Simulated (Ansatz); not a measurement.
# SO+ (quartet): wave-function methods side by side at distance O1–S2 = 1.643 Å, 6-31G, part 2 of 2

Ansatz 0.2.0, Gaussian basis; 6-31G, core rule «outside noble gas», up to 6 orbitals frozen. Earlier steps stand in the parts before.

### Step 12. CASSCF and MRCISD+Q, 5 electrons in 5 orbitals

in.yaml

```yaml
crystal:
  periodic: [false, false, false]
  atoms:
    - {symbol: O, position_ang: [0.000000, 0.000000, 0.000000]}
    - {symbol: S, position_ang: [0.000000, 0.000000, 1.642500]}
basis:
  gaussian: {orbitals: 6-31G}
total_charge: 1
magnetization: {spin_polarized: false, initial_magnetization: 3}
correlation: {method: fic_mrcisd_q, electrons: outside_noble_gas, active_space: {window: {electrons: 5, orbitals: 5}}}
```

Command:

```console
> ansatz run in.yaml --threads 1 --pin off --events-out ev --progress --plain --max-ram 2393MiB
```

Log, cut to the lines that bear on the results:

```text
Functional definition: HF
  name "HF"
  cite "Fock, Z. Phys. 61, 126 (1930) doi:10.1007/BF01340294"
  parent pbe
[...]
220 factors; integrals over basis functions are off by at most 1.8e-4 eV
[...]
mean field -12839.42605565 eV, -471.8402046695 hartree, gradient 5.0e-6 eV, S^2 3.750000; 16 other end points of the search recorded, 0 dependent functions left out
reference -12839.42605565 eV, -471.8402046695 hartree; 13, 10 occupied and 9, 12 virtual orbitals, 220 factors
state -12840.33861576 eV, -471.8737406349 hartree
contracted CI cycle   1: correlation 0.00000000 eV, 0.0000000000 hartree, residual 1.44e1 eV
contracted CI cycle   2: correlation -2.53797960 eV, -0.0932690301 hartree, residual 2.91e0 eV
contracted CI cycle   3: correlation -2.71813964 eV, -0.0998897893 hartree, residual 1.16e0 eV
contracted CI cycle   4: correlation -2.75746596 eV, -0.1013350048 hartree, residual 6.42e-1 eV
contracted CI cycle   5: correlation -2.76802524 eV, -0.1017230513 hartree, residual 2.64e-1 eV
contracted CI cycle   6: correlation -2.76920254 eV, -0.1017663162 hartree, residual 8.14e-2 eV
contracted CI cycle   7: correlation -2.76931157 eV, -0.1017703231 hartree, residual 2.42e-2 eV
contracted CI cycle   8: correlation -2.76932246 eV, -0.1017707232 hartree, residual 8.29e-3 eV
contracted CI cycle   9: correlation -2.76932368 eV, -0.1017707681 hartree, residual 3.20e-3 eV
contracted CI cycle  10: correlation -2.76932387 eV, -0.1017707750 hartree, residual 1.15e-3 eV
state -12840.33861576 eV, -471.8737406349 hartree; corrected -12843.29752251 eV, -471.9824784525 hartree
Total energy: -12843.29752251 eV, -471.9824784525 hartree
```

Wall time 1.2 s (1 thread of Arm Neoverse V1, shared host).

From the report: 9 determinants; active occupations 1.94, 1.00, 1.00, 1.00, 0.06.

### Step 13. CASSCF and NEVPT2, 5 electrons in 5 orbitals

Changes to in.yaml since step 12:

```diff
@@ -9,2 +9,2 @@
 magnetization: {spin_polarized: false, initial_magnetization: 3}
-correlation: {method: fic_mrcisd_q, electrons: outside_noble_gas, active_space: {window: {electrons: 5, orbitals: 5}}}
+correlation: {method: sc_nevpt2, electrons: outside_noble_gas, active_space: {window: {electrons: 5, orbitals: 5}}}
```

The command is unchanged.

Log, cut to the lines that bear on the results:

```text
Functional definition: HF
  name "HF"
  cite "Fock, Z. Phys. 61, 126 (1930) doi:10.1007/BF01340294"
  parent pbe
[...]
220 factors; integrals over basis functions are off by at most 1.8e-4 eV
[...]
mean field -12839.42605565 eV, -471.8402046695 hartree, gradient 5.0e-6 eV, S^2 3.750000; 16 other end points of the search recorded, 0 dependent functions left out
reference -12839.42605565 eV, -471.8402046695 hartree; 13, 10 occupied and 9, 12 virtual orbitals, 220 factors
state -12840.33861576 eV, -471.8737406349 hartree
state -12840.33861576 eV, -471.8737406349 hartree; corrected -12842.81296271 eV, -471.9646712084 hartree
Total energy: -12842.81296271 eV, -471.9646712084 hartree
```

It took 0.72 s on 1 thread of Arm Neoverse V1, shared host.

From the report: 9 determinants; active occupations 1.94, 1.00, 1.00, 1.00, 0.06.

### Step 14. CASSCF and MRCISD+Q, 11 electrons in 8 orbitals

in.yaml

```yaml
crystal:
  periodic: [false, false, false]
  atoms:
    - {symbol: O, position_ang: [0.000000, 0.000000, 0.000000]}
    - {symbol: S, position_ang: [0.000000, 0.000000, 1.642500]}
basis:
  gaussian: {orbitals: 6-31G}
total_charge: 1
magnetization: {spin_polarized: false, initial_magnetization: 3}
correlation: {method: fic_mrcisd_q, electrons: outside_noble_gas, active_space: {window: {electrons: 11, orbitals: 8}, shells: [{species: O, l: s, shell: 2}, {species: O, l: p, shell: 2}, {species: S, l: s, shell: 3}, {species: S, l: p, shell: 3}]}}
```

Launched as before.

Log, cut to the lines that bear on the results:

```text
Functional definition: HF
  name "HF"
  cite "Fock, Z. Phys. 61, 126 (1930) doi:10.1007/BF01340294"
  parent pbe
[...]
390 factors; integrals over basis functions are off by at most 2.7e-8 eV
[...]
mean field -12839.42614355 eV, -471.8402079000 hartree, gradient 5.0e-6 eV, S^2 3.750000; 17 other end points of the search recorded, 0 dependent functions left out
reference -12839.42614355 eV, -471.8402079000 hartree; 13, 10 occupied and 9, 12 virtual orbitals, 390 factors
state -12841.02032760 eV, -471.8987930831 hartree
contracted CI cycle   1: correlation 0.00000000 eV, 0.0000000000 hartree, residual 1.36e1 eV
contracted CI cycle   2: correlation -2.12998616 eV, -0.0782755475 hartree, residual 2.68e0 eV
contracted CI cycle   3: correlation -2.22146653 eV, -0.0816373892 hartree, residual 6.34e-1 eV
contracted CI cycle   4: correlation -2.22698269 eV, -0.0818401045 hartree, residual 1.43e-1 eV
contracted CI cycle   5: correlation -2.22723736 eV, -0.0818494633 hartree, residual 3.21e-2 eV
contracted CI cycle   6: correlation -2.22725080 eV, -0.0818499572 hartree, residual 6.73e-3 eV
contracted CI cycle   7: correlation -2.22725137 eV, -0.0818499783 hartree, residual 1.24e-3 eV
state -12841.02032760 eV, -471.8987930831 hartree; corrected -12843.31783817 eV, -471.9832250393 hartree
Total energy: -12843.31783817 eV, -471.9832250393 hartree
Checks for a lower state left out: starts, orbital_swaps
```

Run time: 1.4 s. Hardware: 1 thread of Arm Neoverse V1, shared host.

From the report: 140 determinants; active occupations 2.00, 1.99, 1.97, 1.93, 1.03, 1.00, 1.00, 0.08.

### Step 15. CASSCF and MRCISD+Q(relaxed), 11 electrons in 8 orbitals

in.yaml

```yaml
crystal:
  periodic: [false, false, false]
  atoms:
    - {symbol: O, position_ang: [0.000000, 0.000000, 0.000000]}
    - {symbol: S, position_ang: [0.000000, 0.000000, 1.642500]}
basis:
  gaussian: {orbitals: 6-31G}
total_charge: 1
magnetization: {spin_polarized: false, initial_magnetization: 3}
correlation: {method: fic_mrcisd_q_relaxed, electrons: outside_noble_gas, active_space: {window: {electrons: 11, orbitals: 8}, shells: [{species: O, l: s, shell: 2}, {species: O, l: p, shell: 2}, {species: S, l: s, shell: 3}, {species: S, l: p, shell: 3}]}}
```

Same command.

Log, cut to the lines that bear on the results:

```text
Functional definition: HF
  name "HF"
  cite "Fock, Z. Phys. 61, 126 (1930) doi:10.1007/BF01340294"
  parent pbe
[...]
390 factors; integrals over basis functions are off by at most 2.7e-8 eV
[...]
mean field -12839.42614355 eV, -471.8402079000 hartree, gradient 5.0e-6 eV, S^2 3.750000; 17 other end points of the search recorded, 0 dependent functions left out
reference -12839.42614355 eV, -471.8402079000 hartree; 13, 10 occupied and 9, 12 virtual orbitals, 390 factors
state -12841.02032760 eV, -471.8987930831 hartree
contracted CI cycle   1: correlation -0.00000000 eV, -0.0000000000 hartree, residual 1.36e1 eV
contracted CI cycle   2: correlation -2.12998616 eV, -0.0782755475 hartree, residual 2.94e0 eV
contracted CI cycle   3: correlation -2.23435282 eV, -0.0821109517 hartree, residual 1.17e0 eV
contracted CI cycle   4: correlation -2.25314048 eV, -0.0828013853 hartree, residual 3.67e-1 eV
contracted CI cycle   5: correlation -2.25477930 eV, -0.0828616110 hartree, residual 1.32e-1 eV
contracted CI cycle   6: correlation -2.25502857 eV, -0.0828707715 hartree, residual 5.76e-2 eV
contracted CI cycle   7: correlation -2.25507474 eV, -0.0828724682 hartree, residual 1.82e-2 eV
contracted CI cycle   8: correlation -2.25508023 eV, -0.0828726699 hartree, residual 6.31e-3 eV
contracted CI cycle   9: correlation -2.25508101 eV, -0.0828726986 hartree, residual 2.91e-3 eV
contracted CI cycle  10: correlation -2.25508118 eV, -0.0828727049 hartree, residual 1.54e-3 eV
state -12841.02032760 eV, -471.8987930831 hartree; corrected -12843.34842970 eV, -471.9843492573 hartree
Total energy: -12843.34842970 eV, -471.9843492573 hartree
Checks for a lower state left out: starts, orbital_swaps
```

Run time: 1.7 s. Hardware: 1 thread of Arm Neoverse V1, shared host.

From the report: 140 determinants; active occupations 2.00, 1.99, 1.97, 1.93, 1.03, 1.00, 1.00, 0.08.

### Step 16. CASSCF and NEVPT2, 11 electrons in 8 orbitals

in.yaml

```yaml
crystal:
  periodic: [false, false, false]
  atoms:
    - {symbol: O, position_ang: [0.000000, 0.000000, 0.000000]}
    - {symbol: S, position_ang: [0.000000, 0.000000, 1.642500]}
basis:
  gaussian: {orbitals: 6-31G}
total_charge: 1
magnetization: {spin_polarized: false, initial_magnetization: 3}
correlation: {method: sc_nevpt2, electrons: outside_noble_gas, active_space: {window: {electrons: 11, orbitals: 8}, shells: [{species: O, l: s, shell: 2}, {species: O, l: p, shell: 2}, {species: S, l: s, shell: 3}, {species: S, l: p, shell: 3}]}}
```

Launched as before.

Log, cut to the lines that bear on the results:

```text
Functional definition: HF
  name "HF"
  cite "Fock, Z. Phys. 61, 126 (1930) doi:10.1007/BF01340294"
  parent pbe
[...]
390 factors; integrals over basis functions are off by at most 2.7e-8 eV
[...]
mean field -12839.42614355 eV, -471.8402079000 hartree, gradient 5.0e-6 eV, S^2 3.750000; 17 other end points of the search recorded, 0 dependent functions left out
reference -12839.42614355 eV, -471.8402079000 hartree; 13, 10 occupied and 9, 12 virtual orbitals, 390 factors
state -12841.02032760 eV, -471.8987930831 hartree
state -12841.02032760 eV, -471.8987930831 hartree; corrected -12842.87028301 eV, -471.9667776903 hartree
Total energy: -12842.87028301 eV, -471.9667776903 hartree
Checks for a lower state left out: starts, orbital_swaps
```

It took 0.78 s on 1 thread of Arm Neoverse V1, shared host.

From the report: 140 determinants; active occupations 2.00, 1.99, 1.97, 1.93, 1.03, 1.00, 1.00, 0.08.

### Step 17. Full CI

in.yaml

```yaml
crystal:
  periodic: [false, false, false]
  atoms:
    - {symbol: O, position_ang: [0.000000, 0.000000, 0.000000]}
    - {symbol: S, position_ang: [0.000000, 0.000000, 1.642500]}
basis:
  gaussian: {orbitals: 6-31G}
total_charge: 1
magnetization: {spin_polarized: false, initial_magnetization: 3}
correlation: {method: fci, electrons: outside_noble_gas}
```

Same command.

Log, cut to the lines that bear on the results:

```text
Functional definition: HF
  name "HF"
  cite "Fock, Z. Phys. 61, 126 (1930) doi:10.1007/BF01340294"
  parent pbe
[...]
390 factors; integrals over basis functions are off by at most 2.7e-8 eV
[...]
mean field -12839.42614355 eV, -471.8402079000 hartree, gradient 5.0e-6 eV, S^2 3.750000; 17 other end points of the search recorded, 0 dependent functions left out
[...]
determinant -12839.42614355 eV, -471.8402079000 hartree, with singles and doubles -12843.23544190 eV, -471.9801970324 hartree
determinant -12837.10509060 eV, -471.7549107771 hartree, with singles and doubles -12841.71327411 eV, -471.9242583975 hartree
determinant -12837.07786288 eV, -471.7539101770 hartree, with singles and doubles -12841.70314703 eV, -471.9238862345 hartree
6 core orbitals not correlated: weight in the atoms' cores, before any rotation towards them, 1.000 or more for the frozen orbitals, at most 0.000 for the correlated occupied ones
reference -12839.42614355 eV, -471.8402079000 hartree; 7, 4 occupied and 9, 12 virtual orbitals, 390 factors
state -12843.35513745 eV, -471.9845957626 hartree
Total energy: -12843.35513745 eV, -471.9845957626 hartree
```

Run time: 2.3 min. Hardware: 1 thread of Arm Neoverse V1, shared host; peak memory 0.7 GiB.

From the report: 5,205,200 determinants, symmetry B2.

### Step 18. Natural occupations

Natural occupations of the FCI state about the gap (report; correlated orbitals 2 to 11): 1.983, 1.959, 1.929, 1.022, 1.001, 0.991, 0.075, 0.015, 0.010, 0.007. The count of effectively unpaired electrons, Σ n²(2 − n)², is 3.05; a single determinant of this spin has 3.

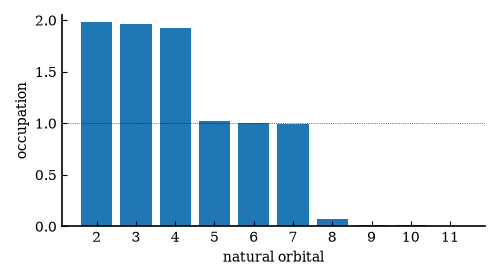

Natural occupations of the FCI state.

### Step 19. The ladder

The yardstick is full CI for this spin, exact in this basis with these frozen cores. Rows without a time are mean-field rows or come out of runs for another level: lower rungs of the coupled-cluster runs, CASSCF and MRCISD of the multireference runs, or the Hartree-Fock search. The times of RCCSD(T), UCCSD(T) include forces.

Differences are taken before rounding.

```
                   method  energy from the lowest ROHF (meV)  from FCI (meV)     time
                      ROHF                               0.0         +3929.1         
                      UHF                            -142.4         +3786.7         
                     RMP2                           -3350.7          +578.4         
                     UMP2                           -3403.7          +525.4         
                     CISD                           -3648.9          +280.2    1.3 s
                    RCCSD                           -3810.2          +118.9         
                    UCCSD                           -3812.2          +116.9         
                 RCCSD(T)                           -3889.8           +39.3    1.5 s
                 UCCSD(T)                           -3890.6           +38.4    1.2 s
                  BCCD(T)                           -3885.8           +43.3    1.4 s
                   RCCSDT                           -3912.2           +16.9         
                   UCCSDT                           -3912.9           +16.2         
                   CISDTQ                           -3923.9            +5.2     23 s
                RCCSDT(Q)                           -3927.6            +1.4    4.5 s
                UCCSDT(Q)                           -3928.8            +0.3    3.9 s
                  RCCSDTQ                           -3928.2            +0.9     42 s
                  UCCSDTQ                           -3929.0            +0.1     42 s
              CASSCF pair                            -912.6         +3016.5         
              NEVPT2 pair                           -3386.9          +542.2   0.72 s
              MRCISD pair                           -3681.9          +247.2         
            MRCISD+Q pair                           -3871.5           +57.6    1.2 s
           CASSCF valence                           -1594.3         +2334.8         
           NEVPT2 valence                           -3444.2          +484.9   0.78 s
           MRCISD valence                           -3821.5          +107.6         
         MRCISD+Q valence                           -3891.8           +37.3    1.4 s
MRCISD+Q(relaxed) valence                           -3922.4            +6.7    1.7 s
                      FCI                           -3929.1               0  2.3 min
```

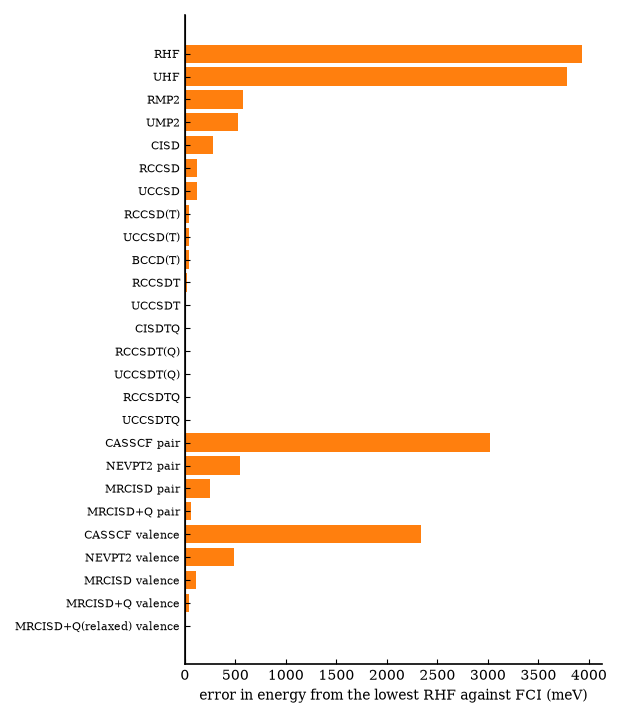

Error of each method against FCI.

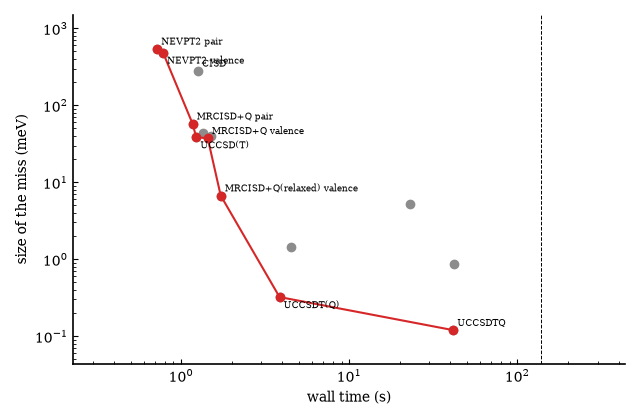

Miss against cost. Red marks the levels that no quicker level drawn beats (of those quicker than the yardstick), and the dashed line is the time of FCI. Only those levels and the largest misses are named. Times are from a shared host.

### Step 20. Outcome

What follows sums up all 2 parts.

| quantity | value |
| --- | --- |
| FCI from the ROHF energy | -3.9291 eV |
| RMP2 from FCI | +578.4 meV |
| UMP2 from FCI | +525.4 meV |
| RCCSD from FCI | +118.9 meV |
| RCCSD(T) from FCI | +39.3 meV |
| UCCSD(T) from FCI | +38.4 meV |
| RCCSDT(Q) from FCI | +1.4 meV |
| UCCSDT(Q) from FCI | +0.3 meV |
| NEVPT2 pair from FCI | +542.2 meV |
| MRCISD+Q pair from FCI | +57.6 meV |
| NEVPT2 valence from FCI | +484.9 meV |
| levels within 1 kcal/mol (43 meV) | RCCSD(T), UCCSD(T), BCCD(T), RCCSDT, UCCSDT, CISDTQ, RCCSDT(Q), UCCSDT(Q), RCCSDTQ, UCCSDTQ, MRCISD+Q valence, MRCISD+Q(relaxed) valence |
| T1 diagnostic | 0.043 |
| effectively unpaired electrons | 3.05 |

What this shows: RCCSD(T) misses by +39.3 meV, 1.0 % of the correlation energy. The occupations are near whole numbers, but T1 = 0.043 shows that the orbitals relax strongly. Of the multireference levels listed MRCISD+Q(relaxed) valence comes nearest in total energy (+6.7 meV), which doesn't show that its space is the better one. These misses are within one basis, not against nature; the frozen cores of restricted and unrestricted runs differ, which can shift their rows.

Levels on UHF freeze UHF's core orbitals, full CI those of ROHF, so the U rows can settle a little off it for that reason alone.

With open shells the CI space here admits some higher excitations, so it is larger than plain CISD.

For cost: UCCSDTQ gets within 0.1 meV in 42 s, where FCI took 2.3 min; the quickest level in the cost chart, NEVPT2 pair, takes 0.72 s and misses by 542.2 meV.
